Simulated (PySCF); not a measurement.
## Geometry relaxation of SnH2F

SnH2F, multiplicity 2, SMILES [F][SnH2], computed with PBE0/def2-TZVP, UKS, dispersion D4, core potentials def2-svp (PySCF 2.14.0).

The atoms were displaced at random from an optimised geometry.

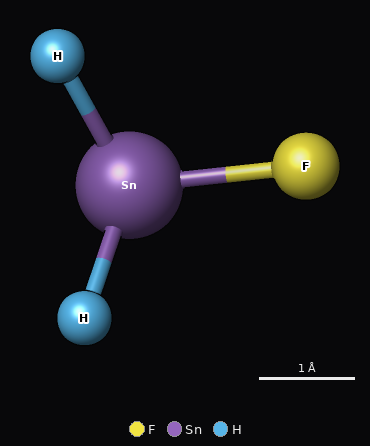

**Figure 1.** The starting structure (ball-and-stick view, seen on its broad side). Sticks mark near contacts. Bond lengths as drawn: F–Sn 1.91 Å and H–Sn 1.67 to 1.70 Å.

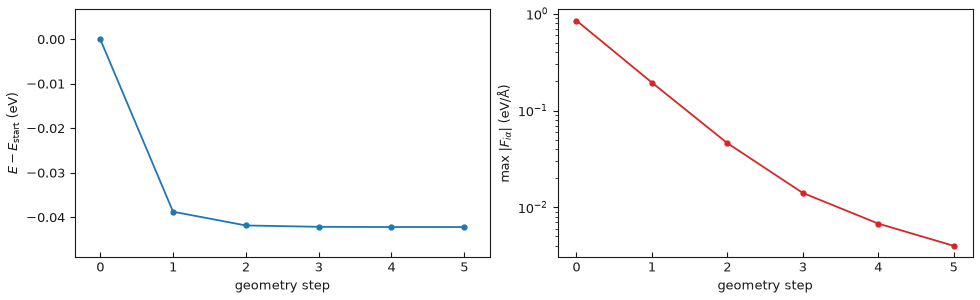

**Figure 2.** Progress of the relaxation, step by step (steps are counted from 0).

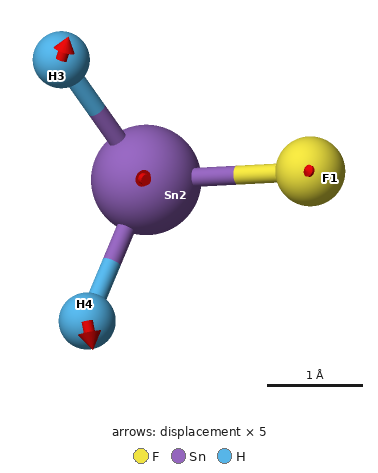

**Figure 3.** The starting structure with the displacements as red arrows, magnified 5 times (ball-and-stick view, seen at a tilt). The two geometries are laid on each other by the best rigid fit. Over 5 geometry steps the energy falls by 0.042 eV. Largest force component: 0.85 eV/Å at the start, 0.004 eV/Å at the end. The largest move after the best rigid fit is that of H4, 0.063 Å. By element the largest moves are H 0.063 Å, Sn 0.034 Å, F 0.017 Å. Distances before and after: Sn2–H4 1.665 → 1.726 Å, Sn2–H3 1.695 → 1.726 Å, F1–Sn2 1.910 → 1.932 Å. Among the angles that change: F1–Sn2–H3 105.6° → 103.2°, H3–Sn2–H4 111.4° → 113.4°. (Atoms are counted from 1 in the order of the input.)

The input that produced these results follows, with the program's output.

Input file (job.py):
```python
# [F][SnH2]
from pyscf import gto, dft
from pyscf.geomopt.geometric_solver import kernel as optimise

molecule = gto.Mole()
molecule.atom = 'geometry.xyz'
molecule.max_memory = 1860
molecule.spin = 1
molecule.basis = 'def2-tzvp'
molecule.charge = 0
molecule.ecp = {'Sn': 'def2-svp'}
molecule.verbose = 3
molecule.build()

calc0 = dft.UKS(molecule, xc='pbe0')
calc0 = calc0.density_fit(auxbasis='def2-universal-jkfit')
calc0.disp = 'd4'
calc0.max_cycle = 100
calc0.conv_tol = 1e-09
calc0.grids.level = 4
converged, mol_eq = optimise(calc0, maxsteps=100)
print('converged:', converged)
print(mol_eq.tostring())

calc0.reset(mol_eq)
molecule = mol_eq
calc0.kernel()
e_tot = calc0.e_tot
print('E = %.10f Eh' % e_tot)
```

File geometry.xyz:
```
4
FH2Sn
F     -1.539770    -0.193117     0.673197
Sn     0.019109    -0.219698    -0.430650
H      1.223788    -0.967588     0.498149
H      0.387006     1.377008    -0.728798
```

Launch command:
```bash
OMP_NUM_THREADS=1 python job.py
```

What the program printed:
```
#|     Arguments passed to driver run_optimizer():      |#
customengine              <pyscf.geomopt.geometric_solver.PySCFEngine object>
maxiter                   100
----------------------------------------------------------
Custom engine selected.
Bonds will be generated from interatomic distances less than 1.20 times sum of covalent radii
12 internal coordinates being used (instead of 12 Cartesians)
Internal coordinate system (atoms numbered from 1):
Distance 1-2
Distance 2-3
Distance 2-4
Angle 1-2-3
Angle 1-2-4
Angle 3-2-4
Translation-X 1-4
Translation-Y 1-4
Translation-Z 1-4
Rotation-A 1-4
Rotation-B 1-4
Rotation-C 1-4
<class 'geometric.internal.Distance'> : 3
<class 'geometric.internal.Angle'> : 3
<class 'geometric.internal.TranslationX'> : 1
<class 'geometric.internal.TranslationY'> : 1
<class 'geometric.internal.TranslationZ'> : 1
<class 'geometric.internal.RotationA'> : 1
<class 'geometric.internal.RotationB'> : 1
<class 'geometric.internal.RotationC'> : 1
> ===== Optimization Info: ====
> Job type: Energy minimization
> Maximum number of optimization cycles: 100
> Initial / maximum trust radius (Angstrom): 0.100 / 0.300
> Convergence Criteria:
> Will converge when all 5 criteria are reached:
>  |Delta-E| < 1.00e-06
>  RMS-Grad  < 3.00e-04
>  Max-Grad  < 4.50e-04
>  RMS-Disp  < 1.20e-03
>  Max-Disp  < 1.80e-03
> === End Optimization Info ===

Geometry optimization cycle 1
Cartesian coordinates (Angstrom)
 Atom        New coordinates             dX        dY        dZ
   F  -1.539770  -0.193117   0.673197    0.000000  0.000000  0.000000
  Sn   0.019109  -0.219698  -0.430650    0.000000  0.000000  0.000000
   H   1.223788  -0.967588   0.498149    0.000000  0.000000 -0.000000
   H   0.387006   1.377008  -0.728798    0.000000  0.000000  0.000000

WARN: Mole.unit (angstrom) is changed to Bohr

WARN: HOMO -0.682739516666299 >= LUMO -0.682739516666299

converged SCF energy = -315.278836699166  <S^2> = 0.7519176  2S+1 = 2.0019167
--------------- DFUKS_Scanner gradients ---------------
         x                y                z
0 F     0.0070547960    -0.0007598394    -0.0063084605
1 Sn    -0.0006587104     0.0131242511     0.0088896292
2 H    -0.0044425235     0.0042486711    -0.0052803251
3 H    -0.0020427494    -0.0165800966     0.0026518060
----------------------------------------------
cycle 1: E = -315.278836699  dE = -315.279  norm(grad) = 0.0263367
Step    0 : Gradient = 1.317e-02/1.691e-02 (rms/max) Energy = -315.2788366992
Hessian Eigenvalues: 5.00000e-02 5.00000e-02 5.00000e-02 ... 1.60000e-01 1.60000e-01 1.90493e-01

Geometry optimization cycle 2
Cartesian coordinates (Angstrom)
 Atom        New coordinates             dX        dY        dZ
   F  -1.543458  -0.196838   0.688456   -0.003688 -0.003721  0.015259
  Sn   0.022032  -0.241682  -0.450464    0.002923 -0.021984 -0.019814
   H   1.235139  -1.005291   0.526601    0.011351 -0.037703  0.028452
   H   0.380195   1.439021  -0.750691   -0.006811  0.062013 -0.021893
converged SCF energy = -315.280260598966  <S^2> = 0.75240317  2S+1 = 2.0024017
--------------- DFUKS_Scanner gradients ---------------
         x                y                z
0 F    -0.0021820764    -0.0001404294     0.0010010493
1 Sn    -0.0010425264    -0.0030142601    -0.0007745593
2 H     0.0017115354    -0.0005705453     0.0006416994
3 H     0.0014195745     0.0037910102    -0.0008826517
----------------------------------------------
cycle 2: E = -315.280260599  dE = -0.0014239  norm(grad) = 0.00611462
Step    1 : Displace = 4.435e-02/6.640e-02 (rms/max) Trust = 1.000e-01 (=) Grad = 3.057e-03/4.143e-03 (rms/max) E (change) = -315.2802605990 (-1.424e-03) Quality = 0.744
Hessian Eigenvalues: 4.99862e-02 5.00000e-02 5.00000e-02 ... 1.60000e-01 1.60047e-01 2.01694e-01

Geometry optimization cycle 3
Cartesian coordinates (Angstrom)
 Atom        New coordinates             dX        dY        dZ
   F  -1.529902  -0.194237   0.686544    0.013557  0.002601 -0.001913
  Sn   0.027095  -0.240883  -0.455561    0.005063  0.000800 -0.005097
   H   1.227732  -1.001614   0.526820   -0.007407  0.003677  0.000219
   H   0.372352   1.429595  -0.743353   -0.007843 -0.009425  0.007338
converged SCF energy = -315.280374086049  <S^2> = 0.75233352  2S+1 = 2.0023322
--------------- DFUKS_Scanner gradients ---------------
         x                y                z
0 F    -0.0000956900     0.0000115073    -0.0000611961
1 Sn    -0.0008969684    -0.0008152459    -0.0000742651
2 H     0.0003732038     0.0002268930     0.0001024373
3 H     0.0005238668     0.0006507647     0.0000284611
----------------------------------------------
cycle 3: E = -315.280374086  dE = -0.000113487  norm(grad) = 0.00154523
Step    2 : Displace = 1.130e-02/1.385e-02 (rms/max) Trust = 1.000e-01 (=) Grad = 7.726e-04/1.214e-03 (rms/max) E (change) = -315.2803740860 (-1.135e-04) Quality = 1.163
Hessian Eigenvalues: 4.96441e-02 5.00000e-02 5.00000e-02 ... 1.59998e-01 1.69620e-01 2.13810e-01

Geometry optimization cycle 4
Cartesian coordinates (Angstrom)
 Atom        New coordinates             dX        dY        dZ
   F  -1.524879  -0.195666   0.686403    0.005023 -0.001429 -0.000141
  Sn   0.032452  -0.239193  -0.455227    0.005357  0.001690  0.000335
   H   1.227536  -1.005210   0.527259   -0.000196 -0.003596  0.000439
   H   0.367214   1.429047  -0.743719   -0.005138 -0.000548 -0.000366
converged SCF energy = -315.280385355741  <S^2> = 0.75230961  2S+1 = 2.0023083
--------------- DFUKS_Scanner gradients ---------------
         x                y                z
0 F     0.0000068554     0.0000162616    -0.0000957956
1 Sn    -0.0002741253     0.0001252146     0.0000445917
2 H     0.0000424263     0.0001436650    -0.0000288278
3 H     0.0001248070    -0.0002150220     0.0000756238
----------------------------------------------
cycle 4: E = -315.280385356  dE = -1.12697e-05  norm(grad) = 0.000439432
Step    3 : Displace = 4.474e-03/4.867e-03 (rms/max) Trust = 1.414e-01 (+) Grad = 2.197e-04/3.047e-04 (rms/max) E (change) = -315.2803853557 (-1.127e-05) Quality = 1.127
Hessian Eigenvalues: 4.35761e-02 4.99996e-02 5.00000e-02 ... 1.60082e-01 1.65993e-01 2.15143e-01

Geometry optimization cycle 5
Cartesian coordinates (Angstrom)
 Atom        New coordinates             dX        dY        dZ
   F  -1.520605  -0.197972   0.687089    0.004273 -0.002306  0.000686
  Sn   0.036184  -0.239616  -0.455514    0.003731 -0.000423 -0.000288
   H   1.228855  -1.007955   0.527630    0.001319 -0.002745  0.000372
   H   0.364153   1.430089  -0.744183   -0.003062  0.001042 -0.000465
converged SCF energy = -315.280387054903  <S^2> = 0.75231069  2S+1 = 2.0023094
--------------- DFUKS_Scanner gradients ---------------
         x                y                z
0 F     0.0000249667     0.0000392106    -0.0000608618
1 Sn    -0.0000436853     0.0001128872     0.0000533579
2 H    -0.0000791609     0.0000486665    -0.0000198586
3 H    -0.0000055035    -0.0001321878     0.0000252353
----------------------------------------------
cycle 5: E = -315.280387055  dE = -1.69916e-06  norm(grad) = 0.000224798
Step    4 : Displace = 2.830e-03/3.317e-03 (rms/max) Trust = 2.000e-01 (+) Grad = 1.124e-04/1.347e-04 (rms/max) E (change) = -315.2803870549 (-1.699e-06) Quality = 0.834
Hessian Eigenvalues: 2.72378e-02 5.00000e-02 5.00000e-02 ... 1.60016e-01 1.65379e-01 2.08657e-01

Geometry optimization cycle 6
Cartesian coordinates (Angstrom)
 Atom        New coordinates             dX        dY        dZ
   F  -1.517312  -0.201092   0.688135    0.003293 -0.003120  0.001046
  Sn   0.038897  -0.240579  -0.455689    0.002714 -0.000963 -0.000175
   H   1.231877  -1.009381   0.527065    0.003021 -0.001426 -0.000565
   H   0.362841   1.430396  -0.744279   -0.001311  0.000307 -0.000095
converged SCF energy = -315.280387189546  <S^2> = 0.75231428  2S+1 = 2.0023129
--------------- DFUKS_Scanner gradients ---------------
         x                y                z
0 F    -0.0000335019     0.0000482072    -0.0000027039
1 Sn     0.0000454211     0.0000499256    -0.0000023367
2 H    -0.0000778172    -0.0000244207     0.0000205091
3 H    -0.0000412017    -0.0000070720    -0.0000147950
----------------------------------------------
cycle 6: E = -315.28038719  dE = -1.34643e-07  norm(grad) = 0.00013059
Step    5 : Displace = 1.195e-03/1.519e-03 (rms/max) Trust = 2.828e-01 (+) Grad = 6.529e-05/8.410e-05 (rms/max) E (change) = -315.2803871895 (-1.346e-07) Quality = 0.211
Hessian Eigenvalues: 2.72378e-02 5.00000e-02 5.00000e-02 ... 1.60016e-01 1.65379e-01 2.08657e-01
Converged! =D

converged: True
F          -1.51731249       -0.20109246        0.68813479
Sn          0.03889706       -0.24057917       -0.45568908
H           1.23187664       -1.00938121        0.52706536
H           0.36284125        1.43039596       -0.74427857

WARN: HOMO -0.680684270785491 >= LUMO -0.680684270785491

converged SCF energy = -315.280387189521  <S^2> = 0.75231425  2S+1 = 2.0023129
E = -315.2803871895 Eh
```

Trajectory as extended XYZ (Å, eV, eV/Å), 6 frames, from step=0 to step=5:
```
4
Properties=species:S:1:pos:R:3:forces:R:3 step=0 energy=-8579.17420
F    -1.5398   -0.1931    0.6732   -0.3628   0.0391   0.3244
Sn    0.0191   -0.2197   -0.4306    0.0339  -0.6749  -0.4571
H     1.2238   -0.9676    0.4981    0.2284  -0.2185   0.2715
H     0.3870    1.3770   -0.7288    0.1050   0.8526  -0.1364
4
Properties=species:S:1:pos:R:3:forces:R:3 step=1 energy=-8579.21295
F    -1.5435   -0.1968    0.6885    0.1122   0.0072  -0.0515
Sn    0.0220   -0.2417   -0.4505    0.0536   0.1550   0.0398
H     1.2351   -1.0053    0.5266   -0.0880   0.0293  -0.0330
H     0.3802    1.4390   -0.7507   -0.0730  -0.1949   0.0454
4
Properties=species:S:1:pos:R:3:forces:R:3 step=2 energy=-8579.21604
F    -1.5299   -0.1942    0.6865    0.0049  -0.0006   0.0031
Sn    0.0271   -0.2409   -0.4556    0.0461   0.0419   0.0038
H     1.2277   -1.0016    0.5268   -0.0192  -0.0117  -0.0053
H     0.3724    1.4296   -0.7434   -0.0269  -0.0335  -0.0015
4
Properties=species:S:1:pos:R:3:forces:R:3 step=3 energy=-8579.21634
F    -1.5249   -0.1957    0.6864   -0.0004  -0.0008   0.0049
Sn    0.0325   -0.2392   -0.4552    0.0141  -0.0064  -0.0023
H     1.2275   -1.0052    0.5273   -0.0022  -0.0074   0.0015
H     0.3672    1.4290   -0.7437   -0.0064   0.0111  -0.0039
4
Properties=species:S:1:pos:R:3:forces:R:3 step=4 energy=-8579.21639
F    -1.5206   -0.1980    0.6871   -0.0013  -0.0020   0.0031
Sn    0.0362   -0.2396   -0.4555    0.0022  -0.0058  -0.0027
H     1.2289   -1.0080    0.5276    0.0041  -0.0025   0.0010
H     0.3642    1.4301   -0.7442    0.0003   0.0068  -0.0013
4
Properties=species:S:1:pos:R:3:forces:R:3 step=5 energy=-8579.21639
F    -1.5173   -0.2011    0.6881    0.0017  -0.0025   0.0001
Sn    0.0389   -0.2406   -0.4557   -0.0023  -0.0026   0.0001
H     1.2319   -1.0094    0.5271    0.0040   0.0013  -0.0011
H     0.3628    1.4304   -0.7443    0.0021   0.0004   0.0008
```

Results in brief:

| quantity | value |
| --- | --- |
| outcome | converged |
| total energy | −315.280387 hartree |
| dispersion energy | −0.001402 hartree |
| basis functions | 93 |
| ⟨S²⟩ | 0.752 |
| dipole moment | 2.70 D |
| hardware | 1 thread of Arm Neoverse V1, 24 GiB of memory available, shared host |
| wall time | 3.2 min |
| peak memory | 0.88 GiB |
